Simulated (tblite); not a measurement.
## Molecular dynamics of C4H3 (charge −1)

- system: C4H3, charge −1
- method: GFN2-xTB Langevin dynamics, gas phase (tblite 0.8.0)

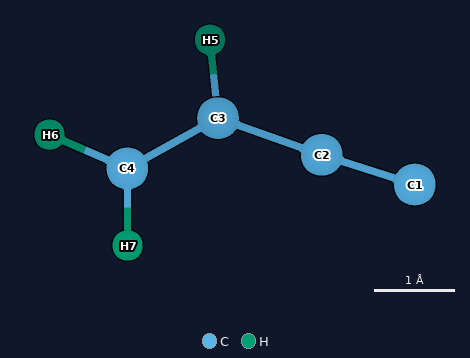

Figure 1. The input geometry (ball-and-stick view, seen at a tilt; atoms are numbered from 1 in the order of the input). Bond lengths as drawn: C–C 1.24 to 1.40 Å and C–H 1.08 to 1.10 Å.

Input file:
```
{"job": {"kind": "md", "xc": "GFN2-xTB", "basis": "xTB", "temperature": 600, "steps": 2000, "every": 50}, "charge": -1, "multiplicity": 1}
C      2.626245    -0.128334     0.035137
C      1.408129     0.120801     0.026969
C      0.043395     0.449509     0.021513
C     -0.993979    -0.407494    -0.043801
H     -0.205720     1.523874     0.075299
H     -2.029805    -0.075131    -0.043140
H     -0.844933    -1.478320    -0.099053
```

The first line tells a small driver script what to run in tblite; the rest is the geometry in Å.

Machine: 1 CPU thread, shared host.

Command:
```bash
OMP_NUM_THREADS=1 python <driver script> task.json out
```

The program's output:
```
t/fs     T/K      E/eV
    0.0   485.4   -274.84383
   25.0   542.5   -274.66548
   50.0   582.4   -274.62689
   75.0   540.6   -274.49373
  100.0   522.8   -274.50592
  125.0   765.9   -274.64520
  150.0   621.2   -274.65712
  175.0   483.9   -274.60927
  200.0   500.8   -274.54855
  225.0   503.9   -274.48042
  250.0   631.6   -274.48843
  275.0   529.3   -274.48184
  300.0   575.4   -274.41112
  325.0   544.8   -274.55564
  350.0   538.8   -274.55562
  375.0   646.2   -274.62459
  400.0   604.1   -274.46446
  425.0   475.6   -274.55085
  450.0   375.5   -274.49251
  475.0   513.2   -274.44955
  500.0   693.9   -274.58147
  525.0   368.6   -274.49194
  550.0   581.1   -274.55393
  575.0   667.7   -274.60948
  600.0   443.4   -274.47696
  625.0   580.6   -274.47657
  650.0   836.2   -274.55196
  675.0   418.3   -274.20690
  700.0   906.4   -274.69266
  725.0   730.5   -274.56387
  750.0   377.8   -274.30026
  775.0   675.7   -274.64203
  800.0   469.3   -274.42408
  825.0   587.1   -274.46429
  850.0   663.9   -274.57851
  875.0   513.0   -274.62523
  900.0   242.6   -274.40346
  925.0   283.0   -274.32351
  950.0   789.4   -274.30155
  975.0   863.3   -274.49010
 1000.0   520.1   -274.45539
```

Trajectory as extended XYZ (Å, eV, eV/Å), 14 of the 41 frames kept, from step=0 to step=40:
```
7
Properties=species:S:1:pos:R:3:forces:R:3 step=0 time_fs=0.0 energy=-274.84383 temperature=485.4
C     2.6262   -0.1283    0.0351    0.0060  -0.0012  -0.0008
C     1.4081    0.1208    0.0270   -0.0080  -0.0006   0.0026
C     0.0434    0.4495    0.0215    0.0005   0.0027  -0.0048
C    -0.9940   -0.4075   -0.0438    0.0000  -0.0032   0.0030
H    -0.2057    1.5239    0.0753   -0.0010   0.0022   0.0014
H    -2.0298   -0.0751   -0.0431    0.0044  -0.0006  -0.0006
H    -0.8449   -1.4783   -0.0991   -0.0018   0.0008  -0.0007
7
Properties=species:S:1:pos:R:3:forces:R:3 step=3 time_fs=75.0 energy=-274.49373 temperature=540.6
C     2.4192    0.0242    0.1081   -2.5388   0.3935   0.5956
C     1.1612    0.2010    0.2721    3.3950  -0.3676  -0.7416
C    -0.1889    0.3992    0.1162   -2.1978  -0.1555  -0.3417
C    -1.1428   -0.5674    0.1115   -1.3692  -1.5033   0.2448
H    -0.6103    1.3991   -0.1448    0.4671   0.0042   0.2716
H    -2.2996   -0.5543    0.0038    1.7043   1.0296  -0.0794
H    -0.9322   -1.6414    0.2850    0.5394   0.5990   0.0508
7
Properties=species:S:1:pos:R:3:forces:R:3 step=6 time_fs=150.0 energy=-274.65712 temperature=621.2
C     1.9662    0.1820    0.4851    2.4502   0.1604  -0.0424
C     0.7609    0.0182    0.4200   -2.4647  -0.0091   0.4507
C    -0.6408    0.0205    0.4564   -0.8040  -0.2645  -0.2641
C    -1.5059   -0.9901    0.1678    0.9576  -0.3842  -0.1201
H    -1.1814    0.9794    0.7163    0.6025  -0.3441  -0.2682
H    -2.5439   -0.7196    0.0223   -0.2450  -0.5452   0.1865
H    -1.1723   -2.0568   -0.0227   -0.4967   1.3866   0.0576
7
Properties=species:S:1:pos:R:3:forces:R:3 step=9 time_fs=225.0 energy=-274.48042 temperature=503.9
C     1.6558   -0.0743    1.0457   -3.7545  -0.4082  -0.6322
C     0.3800   -0.1763    0.8131    5.6930   0.3947   1.3480
C    -0.9263   -0.1102    0.4500    0.3762   2.2983   0.4338
C    -1.7003   -1.1290    0.1699   -1.7367  -2.0317  -0.1557
H    -1.3068    0.9537    0.4079   -0.1760  -0.6198  -0.4725
H    -2.6819   -0.9420   -0.2610   -0.2459  -0.4189   0.1666
H    -1.4463   -2.1666    0.4846   -0.1562   0.7855  -0.6880
7
Properties=species:S:1:pos:R:3:forces:R:3 step=12 time_fs=300.0 energy=-274.41112 temperature=575.4
C     1.3518   -0.6686    1.2403    6.4766  -0.8929   1.6855
C     0.2218   -0.4575    0.9754   -5.6290   1.2331  -1.6929
C    -1.1141   -0.4075    0.5479    0.4560  -3.3315   0.2912
C    -1.7226   -1.6140    0.3032    0.4325   0.8839   0.1517
H    -1.6439    0.4840    0.5147   -1.0819   1.6627  -0.2048
H    -2.7808   -1.6525    0.0467    0.0635  -0.3339  -0.1089
H    -1.1354   -2.5547    0.3827   -0.7177   0.7785  -0.1218
7
Properties=species:S:1:pos:R:3:forces:R:3 step=15 time_fs=375.0 energy=-274.62459 temperature=646.2
C     1.0815   -0.2044    1.1048   -2.1714  -1.1151  -0.4187
C    -0.0986   -0.6821    1.0004    2.0452   1.2710   1.0430
C    -1.4809   -0.9241    1.0979    1.3745  -0.8912  -1.6326
C    -2.1569   -1.8043    0.3406   -1.2493  -0.1147   0.1493
H    -2.0954   -0.2814    1.6555   -0.6407   1.1555   1.0607
H    -3.2611   -1.7684    0.3677    0.2837  -0.2874  -0.0039
H    -1.7585   -2.5912   -0.2689    0.3580  -0.0181  -0.1978
7
Properties=species:S:1:pos:R:3:forces:R:3 step=18 time_fs=450.0 energy=-274.49251 temperature=375.5
C     0.4157   -0.1805    0.3687    2.9665   1.8337  -1.1100
C    -0.5894   -0.6210    0.8720   -2.8684  -2.3112   0.5095
C    -1.5849   -1.5844    1.1803    0.5348   1.1894   1.4494
C    -2.3380   -2.2988    0.3726   -1.7819  -1.6641  -1.7177
H    -1.7322   -1.7598    2.2597   -0.0080  -0.1384   0.1206
H    -3.0770   -3.0979    0.6259    0.5543   0.4980   0.7335
H    -2.3769   -2.2613   -0.7169    0.6027   0.5926   0.0146
7
Properties=species:S:1:pos:R:3:forces:R:3 step=22 time_fs=550.0 energy=-274.55393 temperature=581.1
C     0.3282    0.0452    0.3079    1.1585   0.6584  -0.2385
C    -0.6582   -0.6869    0.4169    0.8885   1.0817   0.1458
C    -1.7708   -1.3989    0.6760   -2.4811  -1.1717   0.1383
C    -2.4494   -2.0836   -0.2723    0.5291  -0.2662  -0.8752
H    -2.2772   -1.3071    1.6449    0.2972  -0.2792   0.5375
H    -3.1732   -2.8962   -0.1269   -0.0127   0.6233   0.0212
H    -2.0277   -1.9522   -1.2850   -0.3794  -0.6463   0.2708
7
Properties=species:S:1:pos:R:3:forces:R:3 step=25 time_fs=625.0 energy=-274.47657 temperature=580.6
C     0.5711    0.1830    0.2126    0.7698   0.3793  -0.3480
C    -0.5411   -0.3229    0.3607   -2.2733  -1.0707   1.2705
C    -1.7989   -0.9323    0.8049    2.0882   0.6371  -2.7480
C    -2.6509   -1.6394    0.0301   -1.5525   0.2348   0.3929
H    -2.0747   -0.8718    1.8291    0.0938   0.0930   1.0494
H    -3.5480   -1.9265    0.6388    0.1755  -0.3452  -0.9841
H    -2.7983   -1.7107   -1.0844    0.6985   0.0718   1.3673
7
Properties=species:S:1:pos:R:3:forces:R:3 step=28 time_fs=700.0 energy=-274.69266 temperature=906.4
C     0.5586    0.0029    0.4591    0.7414   0.3219  -0.0612
C    -0.6300   -0.2923    0.6223    0.1126  -0.3557  -0.5841
C    -1.9434   -0.7005    0.8297    0.6520  -0.0502   0.7004
C    -2.7284   -1.4547    0.0566   -0.8325  -0.0787  -0.2752
H    -2.2025   -0.4849    1.8626   -1.0149   0.2315   0.3159
H    -3.7944   -1.6090    0.2683    0.3020  -0.2057   0.1428
H    -2.4030   -1.8241   -0.9024    0.0395   0.1370  -0.2386
7
Properties=species:S:1:pos:R:3:forces:R:3 step=31 time_fs=775.0 energy=-274.64203 temperature=675.7
C     0.4034   -0.6672    1.1389    2.7996  -0.1650   0.3183
C    -0.7812   -0.5788    0.8892   -2.7425   0.4342   0.3165
C    -2.1903   -0.5137    0.8796   -0.3099   0.2987  -1.0078
C    -2.8961   -1.4480    0.2036   -1.2082   0.7370   0.7492
H    -2.7131    0.4133    1.2633    0.3487  -0.7809  -0.0522
H    -3.9964   -1.5498    0.1501    0.3103   0.4699   0.1820
H    -2.4232   -2.2902   -0.1989    0.8019  -0.9938  -0.5061
7
Properties=species:S:1:pos:R:3:forces:R:3 step=34 time_fs=850.0 energy=-274.57851 temperature=663.9
C     0.5649   -0.6572    1.3840   -2.4711  -0.2053  -0.1048
C    -0.7035   -0.7399    1.2296    3.2702   0.4016   0.1056
C    -2.0034   -0.7629    0.7969   -2.7026  -0.4655  -0.4359
C    -2.8979   -1.8150    0.9335    3.7227   0.3389   0.8684
H    -2.4497    0.1710    0.2906    0.5371  -0.7175   0.4947
H    -3.8382   -1.9097    0.5353   -1.9268   0.1820  -0.8563
H    -2.4624   -2.7541    1.3325   -0.4295   0.4658  -0.0718
7
Properties=species:S:1:pos:R:3:forces:R:3 step=37 time_fs=925.0 energy=-274.32351 temperature=283.0
C     0.4556   -0.7637    1.8867    1.4260  -0.0713   0.6633
C    -0.6051   -1.1136    1.3903   -3.0604   0.1112  -1.3471
C    -1.9853   -0.9720    0.8609    5.1970   3.1502   0.2903
C    -3.0318   -1.6964    0.9501   -2.5375  -2.0991   0.3749
H    -2.0793    0.0572    0.4723   -0.2382   0.0894  -0.1528
H    -4.0362   -1.3238    0.7319    0.0572  -0.4799  -0.0710
H    -2.8389   -2.6857    1.3119   -0.8442  -0.7003   0.2424
7
Properties=species:S:1:pos:R:3:forces:R:3 step=40 time_fs=1000.0 energy=-274.45539 temperature=520.1
C     0.2746   -1.6018    1.9513   -0.1721   0.2475   0.2665
C    -0.7788   -0.9979    1.6810    0.4309   0.4435  -0.9984
C    -1.9611   -0.6083    0.9984   -0.8331  -1.7372   0.6559
C    -3.1628   -1.0504    1.4963    0.7104   0.9569  -0.5697
H    -2.0126   -0.4029   -0.1088    0.5787   0.1991   0.7863
H    -3.9779   -1.0290    0.7907   -0.7498  -0.0485   0.3148
H    -3.3415   -1.2773    2.5472    0.0350  -0.0613  -0.4554
```

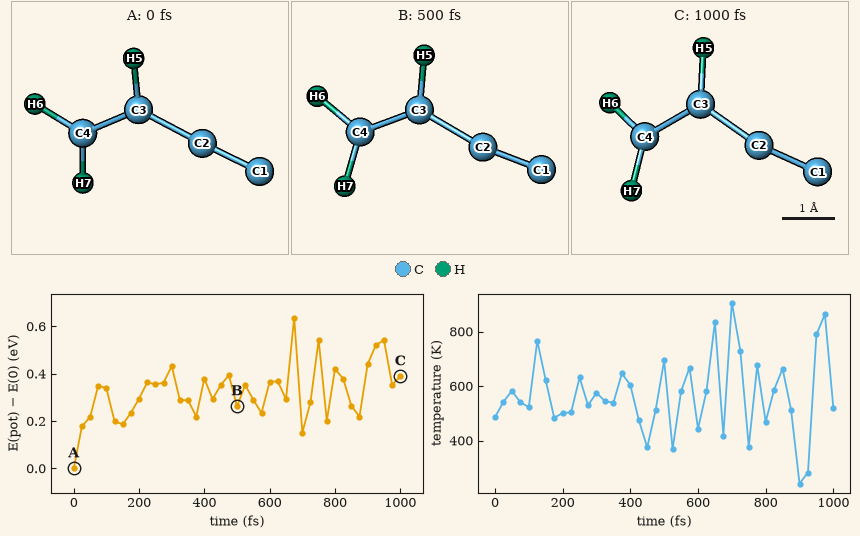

Figure 2. Frames of the molecular dynamics (ball-and-stick, seen at a tilt) above the curves, on which the letters mark them. The trajectory kept here has 41 frames over 1000 fs. The temperature starts at 485 K, ranges from 243 to 906 K and averages 582 K over the second half. The potential energy ends 0.388 eV above its first value. After an unweighted best fit of the last frame on the first, the root-mean-square displacement is 0.21 Å.

Summary:

- outcome: finished
- mean temperature over the second half: 582 K
- trajectory: 41 frames kept, 1000 fs
- wall time: 4.3 s
- peak memory: 0.18 GiB
